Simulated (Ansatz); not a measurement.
# Br3HOSi: single points with varied inputs

Aim: run Br3HOSi under a spread of inputs, and see what each costs and gives.

Computed with Ansatz 0.2.0, Gaussian basis. Level: the settings change from run to run.

**1. The geometry**

The geometry comes from an earlier relaxation with PBE0-D4 in a triple-zeta def2 set; it is a stationary point.

6 atoms, charge 0, spin multiplicity 1.

Atoms are counted from 1 here; the program's logs count them from 0.

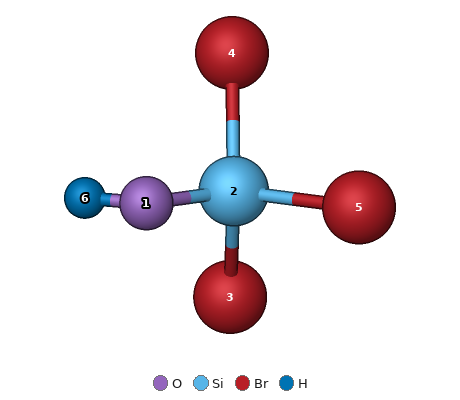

The structure; colours as in the key; atoms are numbered from 1 in the order of the file.

**2. HF/def2-TZVPD**

Set apart from the defaults: high accuracy, the search for lower states set to full.

The input, in.yaml:

```yaml
crystal:
  periodic: [false, false, false]
  atoms:
    - {symbol: O, position_ang: [-0.845092, 0.397926, 0.993150]}
    - {symbol: Si, position_ang: [0.172582, 0.069432, -0.223580]}
    - {symbol: Br, position_ang: [1.986817, -0.935834, 0.516043]}
    - {symbol: Br, position_ang: [-0.777897, -1.246547, -1.711538]}
    - {symbol: Br, position_ang: [0.686842, 1.990148, -1.129351]}
    - {symbol: H, position_ang: [-1.181151, -0.339226, 1.509075]}
basis:
  gaussian: {orbitals: def2-TZVPD}
hamiltonian: {xc: {name: HF}}
accuracy: high
scf: {lower_state_search: full}
output: {forces: true}
```

Run with:

```
> ansatz run in.yaml --threads 4 --pin off --events-out ev --progress --plain --max-ram 11315MiB
```

Output:

```text
Functional definition: HF
  name "HF"
  cite "Fock, Z. Phys. 61, 126 (1930) doi:10.1007/BF01340294"
  parent pbe
  exchange = exact_x
  correlation = 0
3844 factors; integrals over basis functions are off by at most 4.1e-9 eV
mean field evaluation 1: about -219916.0677 eV, gradient 3.8e1 eV
mean field evaluation 2: about -219916.3075 eV, gradient 3.8e1 eV
mean field evaluation 4: about -219919.1595 eV, gradient 2.5e0 eV
mean field evaluation 8: about -219919.2024 eV, gradient 1.6e-1 eV
mean field evaluation 16: about -219919.2025 eV, gradient 4.6e-8 eV
mean field -219919.20254942 eV, -8081.8816271018 hartree, gradient 4.6e-8 eV, S^2 0.000000; 0 other end points of the search recorded, 0 dependent functions left out
the calculation of the forces begins
reference -219919.20254942 eV, -8081.8816271018 hartree; 64, 64 occupied and 199, 199 virtual orbitals, 3844 factors
Total energy: -219919.20254942 eV, -8081.8816271018 hartree
Atom 0 at    -0.845092     0.397926     0.993150 Å, force     0.120681    -1.031900    -0.009757 eV/Å
Atom 1 at     0.172582     0.069432    -0.223580 Å, force    -0.432014     0.219574     0.504915 eV/Å
Atom 2 at     1.986817    -0.935834     0.516043 Å, force     0.063201    -0.041603     0.066763 eV/Å
Atom 3 at    -0.777897    -1.246547    -1.711538 Å, force    -0.071680    -0.056729    -0.042496 eV/Å
Atom 4 at     0.686842     1.990148    -1.129351 Å, force     0.040094     0.127061    -0.067468 eV/Å
Atom 5 at    -1.181151    -0.339226     1.509075 Å, force     0.279719     0.783598    -0.451957 eV/Å
Dipole moment:    -0.144700    -0.204713     0.206981 e Å
```

Run time: 25 s. Hardware: 4 threads of Arm Neoverse V2, shared host; peak memory 2.1 GiB.

Largest force 1.039 eV/Å, dipole 1.56 D.

**3. wB97X/cc-pVTZ-DK**

Set apart from the defaults: high accuracy.

Changes to in.yaml since step 2:

```diff
@@ -10,6 +10,4 @@
 basis:
-  gaussian: {orbitals: def2-TZVPD}
-hamiltonian: {xc: {name: HF}}
+  gaussian: {orbitals: cc-pVTZ-DK}
+hamiltonian: {xc: {name: wB97X}}
 accuracy: high
-scf: {lower_state_search: full}
-output: {forces: true}
```

Same command.

Output, cut to the lines that bear on the results:

```text
Functional definition: wB97X
  name "wB97X"
  cite "Chai & Head-Gordon, J. Chem. Phys. 128, 084106 (2008) doi:10.1063/1.2834918"
  cite "Becke, J. Chem. Phys. 107, 8554 (1997) doi:10.1063/1.475007"
[...]
  # The coefficients of nought are those of the uniform gas.
[...]
      + exact_x_lr(omega)
[...]
      + integral(e_c_pw_opposite_spin*poly(b97_u_opposite, 1, cos1, cos2, cos3, cos4))
3252 factors; integrals over basis functions are off by at most 4.2e-9 eV
480 factors; integrals over basis functions are off by at most 2.1e-9 eV
[...]
mean field -222731.48977253 eV, -8185.2312763145 hartree, gradient 3.6e-8 eV, S^2 0.000000; 0 other end points of the search recorded, 0 dependent functions left out
reference -222731.48976984 eV, -8185.2312762156 hartree; 64, 64 occupied and 143, 143 virtual orbitals, 3252 factors
Total energy: -222731.48976984 eV, -8185.2312762156 hartree
Relativity: scalar
```

Wall time 54 s (4 threads of Arm Neoverse V2, shared host); peak memory 1.9 GiB.

**4. BHLYP/cc-pVDZ**

This run has charge +1, multiplicity 2, restricted open-shell orbitals.

Changes to in.yaml since step 3:

```diff
@@ -10,4 +10,5 @@
 basis:
-  gaussian: {orbitals: cc-pVTZ-DK}
-hamiltonian: {xc: {name: wB97X}}
-accuracy: high
+  gaussian: {orbitals: cc-pVDZ}
+total_charge: 1
+magnetization: {spin_polarized: false, initial_magnetization: 1}
+hamiltonian: {xc: {name: BHLYP}}
```

Launched as before.

Output:

```text
Functional definition: BHLYP
  name "BHLYP"
  cite "Becke, J. Chem. Phys. 98, 1372 (1993) doi:10.1063/1.464304"
  cite "Becke, Phys. Rev. A 38, 3098 (1988) doi:10.1103/PhysRevA.38.3098"
  cite "Lee, Yang & Parr, Phys. Rev. B 37, 785 (1988) doi:10.1103/PhysRevB.37.785"
  parameter a = 0.5
  exchange = (1 - a)*b88_x + a*exact_x
  correlation = lyp_c
1301 factors; integrals over basis functions are off by at most 9.6e-4 eV
mean field evaluation 1: about -220064.4720 eV, gradient 5.7e1 eV
mean field evaluation 2: about -220064.4747 eV, gradient 5.7e1 eV
mean field evaluation 4: about -220069.0973 eV, gradient 2.1e1 eV
mean field evaluation 8: about -220070.1773 eV, gradient 1.6e-1 eV
mean field evaluation 16: about -220070.1771 eV, gradient 1.6e-3 eV
mean field evaluation 32: about -219947.6830 eV, gradient 4.7e2 eV
mean field -220070.17707824 eV, -8087.4298387016 hartree, gradient 5.6e-6 eV, S^2 0.750000; 6 other end points of the search recorded, 0 dependent functions left out
reference -220070.17724922 eV, -8087.4298449851 hartree; 64, 63 occupied and 54, 55 virtual orbitals, 1301 factors
Total energy: -220070.17724922 eV, -8087.4298449851 hartree
```

Wall time 14 s (4 threads of Arm Neoverse V2, shared host); peak memory 0.75 GiB.

**5. r2SCAN0/6-31G**

Changes to in.yaml since step 4:

```diff
@@ -10,5 +10,4 @@
 basis:
-  gaussian: {orbitals: cc-pVDZ}
-total_charge: 1
-magnetization: {spin_polarized: false, initial_magnetization: 1}
-hamiltonian: {xc: {name: BHLYP}}
+  gaussian: {orbitals: 6-31G}
+hamiltonian: {xc: {name: r2SCAN0}}
+output: {forces: true}
```

The command is unchanged.

Output, cut to the lines that bear on the results:

```text
Functional definition: r2SCAN0
  name "r2SCAN0"
  cite "Bursch, Neugebauer, Ehlert & Grimme, J. Chem. Phys. 156, 134105 (2022) doi:10.1063/5.0086040"
  cite "Furness, Kaplan, Ning, Perdew & Sun, J. Phys. Chem. Lett. 11, 8208 (2020) doi:10.1021/acs.jpclett.0c02405"
  cite "Furness, Kaplan, Ning, Perdew & Sun, J. Phys. Chem. Lett. 11, 9248 (2020) doi:10.1021/acs.jpclett.0c03077"
  parent r2scan
[...]
1027 factors; integrals over basis functions are off by at most 4.2e-4 eV
[...]
mean field -220047.09245837 eV, -8086.5814945686 hartree, gradient 2.4e-5 eV, S^2 0.000000; 0 other end points of the search recorded, 0 dependent functions left out
[...]
reference -220047.09246611 eV, -8086.5814948533 hartree; 64, 64 occupied and 47, 47 virtual orbitals, 1027 factors
Total energy: -220047.09246611 eV, -8086.5814948533 hartree
Atom 0 at    -0.845092     0.397926     0.993150 Å, force    -1.440978     0.070316     1.776173 eV/Å
Atom 1 at     0.172582     0.069432    -0.223580 Å, force     1.132186     0.126124    -1.420231 eV/Å
Atom 2 at     1.986817    -0.935834     0.516043 Å, force     1.270593    -0.733670     0.615647 eV/Å
Atom 3 at    -0.777897    -1.246547    -1.711538 Å, force    -0.756207    -0.961522    -1.018106 eV/Å
Atom 4 at     0.686842     1.990148    -1.129351 Å, force     0.314956     1.381054    -0.583306 eV/Å
Atom 5 at    -1.181151    -0.339226     1.509075 Å, force    -0.520550     0.117698     0.629822 eV/Å
Dipole moment:    -0.158289    -0.302602     0.237079 e Å
```

Run time: 3.8 s. Hardware: 4 threads of Arm Neoverse V2, shared host; peak memory 0.34 GiB.

Largest force 2.288 eV/Å, dipole 2.00 D.

**6. B2PLYP/cc-pVTZ**

Options: the search for lower states set to light.

Changes to in.yaml since step 5:

```diff
@@ -10,4 +10,5 @@
 basis:
-  gaussian: {orbitals: 6-31G}
-hamiltonian: {xc: {name: r2SCAN0}}
+  gaussian: {orbitals: cc-pVTZ}
+hamiltonian: {xc: {name: B2PLYP}}
+scf: {lower_state_search: light}
 output: {forces: true}
```

Launched as before.

Output, cut to the lines that bear on the results:

```text
Functional definition: B2PLYP
  name "B2PLYP"
  cite "Grimme, J. Chem. Phys. 124, 034108 (2006) doi:10.1063/1.2148954"
  cite "Becke, Phys. Rev. A 38, 3098 (1988) doi:10.1103/PhysRevA.38.3098"
  cite "Lee, Yang & Parr, Phys. Rev. B 37, 785 (1988) doi:10.1103/PhysRevB.37.785"
[...]
1320 factors; integrals over basis functions are off by at most 9.7e-4 eV
[...]
mean field -220044.23875927 eV, -8086.4766230612 hartree, gradient 5.6e-6 eV, S^2 0.000000; 0 other end points of the search recorded, 0 dependent functions left out
33 core orbitals not correlated: weight in the atoms' cores, before any rotation towards them, 1.000 or more for the frozen orbitals, at most 0.000 for the correlated occupied ones
reference -220044.23892709 eV, -8086.4766292285 hartree; 31, 31 occupied and 143, 143 virtual orbitals, 1320 factors
second order -33.53431849 eV of doubles, -0.00000000 eV of singles
[...]
Total energy: -220053.29319308 eV, -8086.8093673665 hartree
Atom 0 at    -0.845092     0.397926     0.993150 Å, force    -0.243177     0.090808     0.289281 eV/Å
Atom 1 at     0.172582     0.069432    -0.223580 Å, force     0.106485    -0.057089    -0.124828 eV/Å
Atom 2 at     1.986817    -0.935834     0.516043 Å, force     0.214752    -0.113347     0.090541 eV/Å
Atom 3 at    -0.777897    -1.246547    -1.711538 Å, force    -0.115898    -0.150561    -0.176406 eV/Å
Atom 4 at     0.686842     1.990148    -1.129351 Å, force     0.053422     0.231421    -0.098454 eV/Å
Atom 5 at    -1.181151    -0.339226     1.509075 Å, force    -0.015585    -0.001231     0.019866 eV/Å
Dipole moment:    -0.151508    -0.180907     0.212178 e Å
```

Wall time 20 s (4 threads of Arm Neoverse V2, shared host); peak memory 0.78 GiB.

Largest force 0.389 eV/Å, dipole 1.52 D.

**7. PBE/aug-cc-pVDZ**

Set apart from the defaults: charge +1, multiplicity 2, finite nuclei, the search for lower states set to light.

Changes to in.yaml since step 6:

```diff
@@ -10,5 +10,6 @@
 basis:
-  gaussian: {orbitals: cc-pVTZ}
-hamiltonian: {xc: {name: B2PLYP}}
+  gaussian: {orbitals: aug-cc-pVDZ, nuclear_model: gaussian}
+total_charge: 1
+magnetization: {spin_polarized: true, initial_magnetization: 1}
+hamiltonian: {xc: {name: PBE}}
 scf: {lower_state_search: light}
-output: {forces: true}
```

The command is unchanged.

Output:

```text
Functional definition: PBE
  name "PBE"
  cite "Perdew, Burke & Ernzerhof, Phys. Rev. Lett. 77, 3865 (1996) doi:10.1103/PhysRevLett.77.3865"
  parent pbe
  parameter kappa = 0.804
  parameter beta = 0.06672455060314922
  exchange = pbe_x(kappa = kappa, mu = beta*pi^2/3)
  correlation = pbe_c(beta = beta)
1897 factors; their error is unknown
mean field evaluation 1: about -220020.9689 eV, gradient 5.9e1 eV
mean field evaluation 2: about -219865.7977 eV, gradient 1.4e2 eV
mean field evaluation 4: about -220031.3115 eV, gradient 2.0e1 eV
mean field evaluation 8: about -220034.1854 eV, gradient 5.9e0 eV
mean field evaluation 16: about -220034.4346 eV, gradient 1.1e-1 eV
mean field evaluation 32: about -220033.7765 eV, gradient 9.4e0 eV
mean field evaluation 64: about -220034.3947 eV, gradient 1.4e-1 eV
mean field -220034.43816103 eV, -8086.1164577191 hartree, gradient 2.0e-6 eV, S^2 0.751381; 10 other end points of the search recorded, 0 dependent functions left out
reference -220034.43823891 eV, -8086.1164605808 hartree; 64, 63 occupied and 103, 104 virtual orbitals, 1897 factors
Total energy: -220034.43823891 eV, -8086.1164605808 hartree
```

Wall time 28 s (4 threads of Arm Neoverse V2, shared host); peak memory 0.7 GiB.

⟨S²⟩ 0.751.

**8. r2SCAN0/6-31G**

Options: D3(BJ) with three-body dispersion.

Changes to in.yaml since step 7:

```diff
@@ -10,6 +10,4 @@
 basis:
-  gaussian: {orbitals: aug-cc-pVDZ, nuclear_model: gaussian}
-total_charge: 1
-magnetization: {spin_polarized: true, initial_magnetization: 1}
-hamiltonian: {xc: {name: PBE}}
-scf: {lower_state_search: light}
+  gaussian: {orbitals: 6-31G}
+hamiltonian: {xc: {name: r2SCAN0}, dispersion: d3bjatm}
+output: {forces: true}
```

Launched as before.

Output, cut to the lines that bear on the results:

```text
Functional definition: r2SCAN0
  name "r2SCAN0"
  cite "Bursch, Neugebauer, Ehlert & Grimme, J. Chem. Phys. 156, 134105 (2022) doi:10.1063/5.0086040"
  cite "Furness, Kaplan, Ning, Perdew & Sun, J. Phys. Chem. Lett. 11, 8208 (2020) doi:10.1021/acs.jpclett.0c02405"
  cite "Furness, Kaplan, Ning, Perdew & Sun, J. Phys. Chem. Lett. 11, 9248 (2020) doi:10.1021/acs.jpclett.0c03077"
  parent r2scan
[...]
1027 factors; integrals over basis functions are off by at most 4.2e-4 eV
[...]
mean field -220047.09245837 eV, -8086.5814945686 hartree, gradient 2.4e-5 eV, S^2 0.000000; 0 other end points of the search recorded, 0 dependent functions left out
[...]
reference -220047.09246611 eV, -8086.5814948533 hartree; 64, 64 occupied and 47, 47 virtual orbitals, 1027 factors
Total energy: -220047.17916035 eV, -8086.5846808077 hartree
Atom 0 at    -0.845092     0.397926     0.993150 Å, force    -1.440063     0.070062     1.775074 eV/Å
Atom 1 at     0.172582     0.069432    -0.223580 Å, force     1.132355     0.126139    -1.420442 eV/Å
Atom 2 at     1.986817    -0.935834     0.516043 Å, force     1.267243    -0.731896     0.614014 eV/Å
Atom 3 at    -0.777897    -1.246547    -1.711538 Å, force    -0.754182    -0.959144    -1.015411 eV/Å
Atom 4 at     0.686842     1.990148    -1.129351 Å, force     0.314064     1.376939    -0.581627 eV/Å
Atom 5 at    -1.181151    -0.339226     1.509075 Å, force    -0.519417     0.117900     0.628391 eV/Å
Dipole moment:    -0.158289    -0.302602     0.237079 e Å
```

Run time: 3.9 s. Hardware: 4 threads of Arm Neoverse V2, shared host; peak memory 0.34 GiB.

Largest force 2.287 eV/Å, dipole 2.00 D.

**9. B3LYP/x2c-TZVPPall**

This run has charge +1, multiplicity 2, restricted open-shell orbitals, coordinates scaled by 1.12, a point charge of 2.00 e beside it, the search for lower states set to full.

The input, in.yaml:

```yaml
crystal:
  periodic: [false, false, false]
  atoms:
    - {symbol: O, position_ang: [-0.946503, 0.445678, 1.112327]}
    - {symbol: Si, position_ang: [0.193291, 0.077764, -0.250409]}
    - {symbol: Br, position_ang: [2.225235, -1.048135, 0.577969]}
    - {symbol: Br, position_ang: [-0.871245, -1.396133, -1.916922]}
    - {symbol: Br, position_ang: [0.769263, 2.228966, -1.264873]}
    - {symbol: H, position_ang: [-1.322889, -0.379933, 1.690164]}
basis:
  gaussian: {orbitals: x2c-TZVPPall, point_charges: [{charge: 2.00, position_ang: [6.034, -0.268, -0.262]}]}
total_charge: 1
magnetization: {spin_polarized: false, initial_magnetization: 1}
hamiltonian: {xc: {name: B3LYP}}
scf: {lower_state_search: full}
```

The command is unchanged.

Output, cut to the lines that bear on the results:

```text
Functional definition: B3LYP
  name "B3LYP"
  cite "Stephens, Devlin, Chabalowski & Frisch, J. Phys. Chem. 98, 11623 (1994) doi:10.1021/j100096a001"
  cite "Becke, Phys. Rev. A 38, 3098 (1988) doi:10.1103/PhysRevA.38.3098"
  cite "Lee, Yang & Parr, Phys. Rev. B 37, 785 (1988) doi:10.1103/PhysRevB.37.785"
  cite "Vosko, Wilk & Nusair, Can. J. Phys. 58, 1200 (1980) doi:10.1139/p80-159"
[...]
1514 factors; integrals over basis functions are off by at most 6.5e-4 eV
[...]
mean field -222713.44463968 eV, -8184.5681299135 hartree, gradient 9.9e-6 eV, S^2 0.750000; 20 other end points of the search recorded, 0 dependent functions left out
reference -222713.44490954 eV, -8184.5681398308 hartree; 64, 63 occupied and 167, 168 virtual orbitals, 1514 factors
Total energy: -222713.44490954 eV, -8184.5681398308 hartree
Relativity: scalar
```

Wall time 2.8 min (4 threads of Arm Neoverse V2, shared host); peak memory 1.2 GiB.

**10. wB97/6-31G**

Options: atoms shaken by 0.08 Å, high accuracy.

The input, in.yaml:

```yaml
crystal:
  periodic: [false, false, false]
  atoms:
    - {symbol: O, position_ang: [-0.785666, 0.334547, 0.996917]}
    - {symbol: Si, position_ang: [0.269584, -0.095905, -0.315630]}
    - {symbol: Br, position_ang: [2.039141, -0.908290, 0.516682]}
    - {symbol: Br, position_ang: [-0.826447, -1.274028, -1.838426]}
    - {symbol: Br, position_ang: [0.662242, 1.984969, -1.178336]}
    - {symbol: H, position_ang: [-1.097480, -0.329679, 1.522394]}
basis:
  gaussian: {orbitals: 6-31G}
hamiltonian: {xc: {name: wB97}}
accuracy: high
```

Launched as before.

Output, cut to the lines that bear on the results:

```text
Functional definition: wB97
  name "wB97"
  cite "Chai & Head-Gordon, J. Chem. Phys. 128, 084106 (2008) doi:10.1063/1.2834918"
  cite "Becke, J. Chem. Phys. 107, 8554 (1997) doi:10.1063/1.475007"
[...]
  # The coefficients of nought are those of the uniform gas.
[...]
      + integral(e_c_pw_opposite_spin*poly(b97_u_opposite, 1, cos1, cos2, cos3, cos4))
1931 factors; integrals over basis functions are off by at most 4.4e-9 eV
510 factors; integrals over basis functions are off by at most 2.0e-9 eV
[...]
mean field -220061.73882990 eV, -8087.1197387947 hartree, gradient 4.7e-8 eV, S^2 0.000000; 0 other end points of the search recorded, 0 dependent functions left out
reference -220061.73882908 eV, -8087.1197387648 hartree; 64, 64 occupied and 47, 47 virtual orbitals, 1931 factors
Total energy: -220061.73882908 eV, -8087.1197387648 hartree
```

Wall time 13 s (4 threads of Arm Neoverse V2, shared host); peak memory 0.61 GiB.

**11. The runs in one table**

```
             level  charge  multiplicity              geometry  functions  energy (eV)     time
     HF/def2-TZVPD       0             1               relaxed        263  -219919.203     25 s
  wB97X/cc-pVTZ-DK       0             1               relaxed        207  -222731.490     54 s
     BHLYP/cc-pVDZ       1             2               relaxed        118  -220070.177     14 s
     r2SCAN0/6-31G       0             1               relaxed        111  -220047.092    3.8 s
    B2PLYP/cc-pVTZ       0             1               relaxed        207  -220053.293     20 s
   PBE/aug-cc-pVDZ       1             2               relaxed        167  -220034.438     28 s
     r2SCAN0/6-31G       0             1               relaxed        111  -220047.179    3.9 s
B3LYP/x2c-TZVPPall       1             2  scaled, point charge        231  -222713.445  2.8 min
        wB97/6-31G       0             1                shaken        111  -220061.739     13 s
```

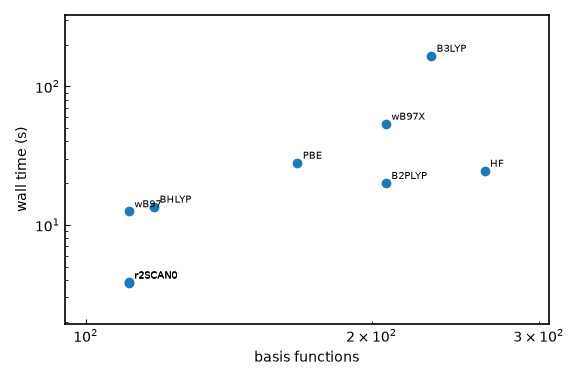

Wall time against the number of basis functions (shared host).

**12. What came out**

| quantity | value |
| --- | --- |
| runs | 9 |
| quickest | r2SCAN0/6-31G, 3.8 s |
| slowest | B3LYP/x2c-TZVPPall, 2.8 min |
| spread of total energies, same state and geometry | 2812.3 eV |
| dipole, same state and geometry | 1.52 to 2.00 D |

What this shows: Run time spans a factor of 43, from r2SCAN0/6-31G to B3LYP/x2c-TZVPPall. The jobs differ in tasks and options as well as level. The totals spread over 2812 eV; they can't be compared across methods or bases. Some of these runs are scalar-relativistic and others not, which shifts the totals of all-electron atoms past neon by several eV an atom and more; core potentials, where a basis has them, take the core out of the total altogether. At the PBE0-D4/def2-TZVP geometry and in the same state, the sound runs without point charges leave forces up to 2.29 eV/Å (r2SCAN0/6-31G). At that geometry and state the dipole changes by 31 % between the lowest and highest value.
